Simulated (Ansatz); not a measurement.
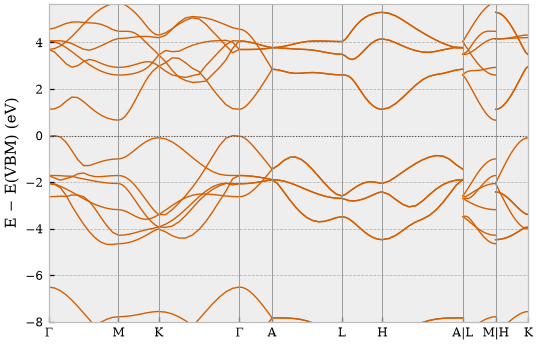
Figure: Band structure from DFT-r²SCAN+D4 in the program Ansatz with PAW potentials

The gap is 0.66 eV; an edge lies off the plotted path or next to a special point (maximum off the standard path, minimum at M).

The material is PbS in space group P6_3mc (No. 186; Pb on 2a, S on 2b).

The first step of the workflow began from a Materials Project structure, measured or hypothetical; the Crystallography Open Database copy checked does not list it. It is not the phase usual at ambient conditions (space group No. 225). The r²SCAN+D4 relaxation kept the symmetry of its start; of distortions, only those at the zone centre were tested. Spin–orbit coupling is left out wherever it is not named.

Potentials: the later of the program's two PAW sets.
